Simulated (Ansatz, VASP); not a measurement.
## TiSi2 (Zhiqinite) in two plane-wave programs

Aim: how closely do two programs agree when they are given the same cell, functional and k mesh?

Program: Ansatz 0.2.0. Level of theory: plane waves, with VASP 6.6.1 beside it; relaxation of cell and atoms at PBEsol. Results are calculated unless marked as measured.

The database entry behind the starting cell is an old determination (1939), so it need not match the best structure at ambient conditions.

## (1) Set-up

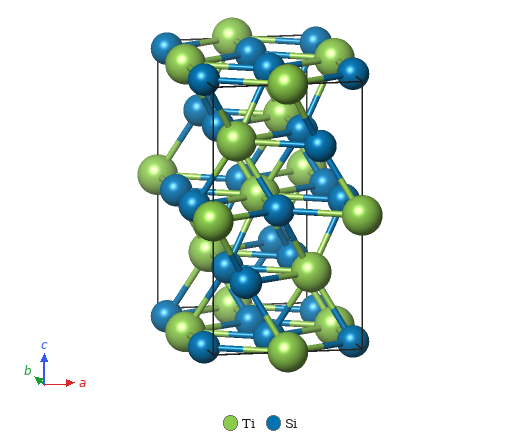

The cell as given, slightly off an axis (titanium green, silicon blue). This picture shows the conventional cell, with its axes. Some periodic images of atoms are drawn too.

## (2) VASP: relaxation of cell and atoms, PBEsol

The relaxed volume is the usual yardstick between codes: its relative difference is about their pressure difference at one cell divided by the bulk modulus.

Lines of VASP's logs that name or quote its potential files are left out, and so is its time.

INCAR reads:

```
SYSTEM = TiSi2
PREC = Accurate
ENCUT = 520
EDIFF = 1E-06
NELM = 100
ISMEAR = -1
SIGMA = 0.05
LREAL = .FALSE.
ALGO = Normal
GGA = PS
NBANDS = 26
LASPH = .TRUE.
LORBIT = 11
LWAVE = .FALSE.
LCHARG = .FALSE.
KPAR = 4
IBRION = 2
NSW = 60
ISIF = 3
EDIFFG = -0.01
```

POSCAR reads:

```
TiSi2
1.0
    0.0000000000      4.1180000000      4.2615000000
    2.3865000000      0.0000000000      4.2615000000
    2.3865000000      4.1180000000      0.0000000000
Ti Si
2 4
Direct
    0.7500000000      0.7500000000      0.7500000000
    0.5000000000      0.5000000000      0.5000000000
    0.0830000000      0.4170000000      0.0830000000
    0.4170000000      0.0830000000      0.4170000000
    0.1670000000      0.8330000000      0.1670000000
    0.8330000000      0.1670000000      0.8330000000
```

KPOINTS reads:

```
Automatic mesh
0
Gamma
6 6 6
0 0 0
```

The projector-augmented-wave data sets are Ti_sv and Si (PBE family, release 64).

On the command line:

```bash
$ mpirun -np 4 vasp_std
```

Numbers of over 12 decimals in the logs are rounded to 6 here.

Output:

```text
[banner, memory and clock lines left out]
running    4 mpi-ranks, on    1 nodes
 distrk:  each k-point on    1 cores,    4 groups
 distr:  one band on    1 cores,    1 groups

 POSCAR found type information on POSCAR TiSi
 POSCAR found :  2 types and       6 ions
|                                                                             |
|               ----> ADVICE to this user running VASP <----                  |
|                                                                             |
|     You enforced a specific xc type in the INCAR file but a different       |
|     [... a line on the potential file left out ...]
|     I HOPE YOU KNOW WHAT YOU ARE DOING!                                     |
|                                                                             |

 LDA part: xc-table for (Slater+PW92), standard interpolation
 POSCAR, INCAR and KPOINTS ok, starting setup
 FFT: planning ... GRIDC
 FFT: planning ... GRID_SOFT
 FFT: planning ... GRID
 WAVECAR not read
 entering main loop
       N       E                     dE             d eps       ncg     rms          rms(c)
DAV:   1     0.386798565382E+03    0.38680E+03   -0.19182E+04  2392   0.164E+03
DAV:   2     0.153113745038E+01   -0.38527E+03   -0.37869E+03  2396   0.466E+02
DAV:   3    -0.438618121401E+02   -0.45393E+02   -0.44411E+02  4158   0.131E+02
DAV:   4    -0.471806483571E+02   -0.33188E+01   -0.33061E+01  3352   0.329E+01
DAV:   5    -0.473871166555E+02   -0.20647E+00   -0.20642E+00  3724   0.697E+00    0.194E+01
DAV:   6    -0.443071338136E+02    0.30800E+01   -0.37864E+01  3480   0.453E+01    0.676E+00
DAV:   7    -0.437833440665E+02    0.52379E+00   -0.71744E+00  3266   0.196E+01    0.515E+00
DAV:   8    -0.437065159617E+02    0.76828E-01   -0.75600E-01  3326   0.688E+00    0.100E+00
DAV:   9    -0.436997023337E+02    0.68136E-02   -0.11679E-01  3400   0.289E+00    0.497E-01
DAV:  10    -0.437002628949E+02   -0.56056E-03   -0.43014E-03  3140   0.537E-01    0.177E-01
DAV:  11    -0.437002518581E+02    0.11037E-04   -0.27685E-03  3870   0.393E-01    0.117E-01
DAV:  12    -0.437002105110E+02    0.41347E-04   -0.76082E-04  3444   0.215E-01    0.174E-02
DAV:  13    -0.437002062565E+02    0.42545E-05   -0.53691E-05  3296   0.651E-02    0.139E-02
DAV:  14    -0.437002053433E+02    0.91321E-06   -0.34410E-06  3052   0.157E-02
   1 F= -.43700205E+02 E0= -.43693009E+02  d E =-.437002E+02
[... from here on, the cycles between the ionic steps are left out ...]
   2 F= -.43704072E+02 E0= -.43697203E+02  d E =-.386670E-02
   3 F= -.43707719E+02 E0= -.43700720E+02  d E =-.751360E-02
   4 F= -.43710030E+02 E0= -.43702998E+02  d E =-.231112E-02
   5 F= -.43710688E+02 E0= -.43703609E+02  d E =-.296907E-02
   6 F= -.43711602E+02 E0= -.43704397E+02  d E =-.913873E-03
   7 F= -.43711603E+02 E0= -.43704403E+02  d E =-.914544E-03
   8 F= -.43711603E+02 E0= -.43704402E+02  d E =-.914775E-03
   9 F= -.43711613E+02 E0= -.43704413E+02  d E =-.104315E-04
 trial-energy change:   -0.000010  1 .order   -0.000015   -0.000093    0.000063
 step:   0.6025(harm=  0.6516)  dis= 0.00009  next Energy=   -43.711628 (dE=-0.250E-04)
 bond charge predicted
       N       E                     dE             d eps       ncg     rms          rms(c)
DAV:   1    -0.437117518279E+02   -0.13902E-03   -0.32037E-03  3546   0.638E-01    0.997E-02
DAV:   2    -0.437116535530E+02    0.98275E-04   -0.11552E-03  3628   0.295E-01    0.304E-02
DAV:   3    -0.437116293852E+02    0.24168E-04   -0.19277E-04  3514   0.914E-02    0.144E-02
DAV:   4    -0.437116269186E+02    0.24666E-05   -0.25223E-05  4096   0.356E-02    0.624E-03
DAV:   5    -0.437116275050E+02   -0.58642E-06   -0.30173E-06  2402   0.116E-02
  10 F= -.43711628E+02 E0= -.43704427E+02  d E =-.247203E-04
 curvature:  -0.32 expect dE=-0.448E-05 dE for cont linesearch -0.934E-06
 trial: gam= 0.00000 g(F)=  0.724E-06 g(S)=  0.132E-04 ort =-0.158E-04 (trialstep = 0.994E+00)
 search vector abs. value=  0.139E-04
 reached required accuracy - stopping structural energy minimisation
```

OUTCAR, selected parts (step 2):

```text
ion  position               nearest neighbor table
   1  0.750  0.750  0.750-   6 2.54   5 2.54   6 2.54   5 2.54   3 2.74   4 2.74   4 2.75   4 2.75
                             3 2.75   3 2.75
   2  0.500  0.500  0.500-   3 2.54   4 2.54   3 2.54   4 2.54   5 2.74   6 2.74   5 2.75   5 2.75
                             6 2.75   6 2.75
   3  0.083  0.417  0.083-   2 2.54   2 2.54   5 2.54   5 2.54   1 2.74   4 2.75   4 2.75   4 2.75
                             1 2.75   1 2.75
   4  0.417  0.083  0.417-   2 2.54   2 2.54   6 2.54   6 2.54   1 2.74   3 2.75   3 2.75   3 2.75
                             1 2.75   1 2.75
   5  0.167  0.833  0.167-   1 2.54   1 2.54   3 2.54   3 2.54   2 2.74   6 2.75   6 2.75   6 2.75
                             2 2.75   2 2.75
   6  0.833  0.167  0.833-   1 2.54   1 2.54   4 2.54   4 2.54   2 2.74   5 2.75   5 2.75   5 2.75
                             2 2.75   2 2.75

  LATTYP: Found a face centered orthorhombic cell.
 ALAT       =     4.7730000000
 B/A-ratio  =     1.7255394930
 C/A-ratio  =     1.7856693903

 Subroutine GETGRP returns: Found  8 space group operations
 (whereof  4 operations were pure point group operations)

The static configuration has the point symmetry D_2 .
 The point group associated with its full space group is D_2h.

 Found     46 irreducible k-points:

   k-points           NKPTS =     46   k-points in BZ     NKDIM =     46   number of bands    NBANDS=     26

   dimension x,y,z NGX =    48 NGY =   36 NGZ =   36
   dimension x,y,z NGXF=    96 NGYF=   72 NGZF=   72

   ENCUT  =  520.0 eV  38.22 Ry    6.18 a.u.  11.02  9.08  8.85*2*pi/ulx,y,z

   NELECT =      40.0000    total number of electrons

 k-points in reciprocal lattice and weights: Automatic mesh
   0.00000000  0.00000000  0.00000000       0.005
   0.16666667  0.00000000  0.00000000       0.037
   0.33333333 -0.00000000 -0.00000000       0.037
   0.50000000 -0.00000000  0.00000000       0.019
   0.16666667  0.16666667  0.00000000       0.009
   0.33333333  0.16666667 -0.00000000       0.037
   0.50000000  0.16666667  0.00000000       0.037
  -0.33333333  0.16666667  0.00000000       0.037
  -0.16666667  0.16666667 -0.00000000       0.019
[...]
-0.16666667  0.33333333  0.50000000       0.009
   0.00000000  0.50000000  0.50000000       0.005

 average (electrostatic) potential at core
       1 -69.6745       2 -69.6745       3 -78.6468       4 -78.6468       5 -78.6468
       6 -78.6468

 E-fermi :  10.3145

 k-point     1 :       0.0000    0.0000    0.0000
  band No.  band energies     occupation
    ...
     17       7.9742      2.00000
     18       8.2341      2.00000
     19       8.4888      2.00000
     20       8.8353      2.00000
     21       9.3112      2.00000
     22      12.3407      0.00000
     23      13.4303      0.00000
     24      13.7001      0.00000
     25      13.7005      0.00000
     26      13.7607      0.00000

 k-point     2 :       0.1667    0.0000    0.0000
  band No.  band energies     occupation
    ...
     17       8.1765      2.00000
     18       8.2947      2.00000
     19       8.9634      2.00000
     20       9.1179      2.00000
     21       9.3777      2.00000
     22      12.0493      0.00000
     23      13.1830      0.00000
     24      13.2705      0.00000
     25      13.4438      0.00000
     26      13.5887      0.00000

 k-point     3 :       0.3333   -0.0000   -0.0000
  band No.  band energies     occupation
    ...
     16       7.8906      2.00000
     17       8.3988      2.00000
     18       8.9902      2.00000
     19       9.5147      2.00000
     20       9.7778      1.99996
     21      10.4538      0.11629
     22      11.4443      0.00000
     23      12.6264      0.00000
     24      12.8140      0.00000
     25      13.0561      0.00000
    ...

  Total        0.0165255      0.0110337      0.0352898      0.0000000      0.0000000      0.0000000
  in kB        0.3195759      0.2133740      0.6824470      0.0000000      0.0000000      0.0000000
  external PRESSURE =       0.4051323 kB  Pullay stress =       0.0000000 kB

  energy-cutoff  :      520.00
  volume of cell :       82.85
      direct lattice vectors                 reciprocal lattice vectors
     0.000000000  4.099019478  4.240053087    -0.209778042  0.121980391  0.117923052
     2.383471575  0.000000000  4.240053087     0.209778042 -0.121980391  0.117923052
     2.383471575  4.099019478  0.000000000     0.209778042  0.121980391 -0.117923052

 POSITION                                       TOTAL-FORCE (eV/Angst)
 -----------------------------------------------------------------------------------
      3.57521      6.14853      6.36008         0.000000      0.000000      0.000000
      2.38347      4.09902      4.24005        -0.000000      0.000000     -0.000000
      1.19174      0.70105      2.12003         0.000000     -0.001937     -0.000000
      1.19174      3.39797      2.12003         0.000000      0.001937     -0.000000
      2.38347      1.34846      4.24005        -0.000000      0.001937      0.000000
      2.38347      6.84958      4.24005        -0.000000     -0.001937      0.000000
 -----------------------------------------------------------------------------------
    total drift:                                0.000000     -0.000000      0.000000

  FREE ENERGIE OF THE ION-ELECTRON SYSTEM (eV)
  ---------------------------------------------------
  free  energy   TOTEN  =       -43.7116275050 eV

  energy  without entropy=      -43.6972256210  energy(sigma->0) =      -43.70442656

 reached required accuracy - stopping structural energy minimisation

 total charge
# of ion       s       p       d       tot
------------------------------------------
    1        2.179   6.174   2.088  10.440
    2        2.179   6.174   2.088  10.440
    3        0.770   0.867   0.000   1.638
    4        0.770   0.867   0.000   1.638
    5        0.770   0.867   0.000   1.638
    6        0.770   0.867   0.000   1.638
--------------------------------------------------
tot          7.439  15.816   4.175  27.431

[... 3 further parts left out ...]
```

(Continued in part 2 of 2.)

[Lines on the potential files, build, host, timing and source positions are cut from VASP's logs without a mark.]

[Logs are printed without paths, hosts, clocks, repeated set-up lines and the standing remarks that a program may print on its own settings, such as how far it seeks lower states.]

[Hosts, paths, dates, database ids (printed as entryN), source tags and the programs' standing remarks are cut or masked in the printed files.]
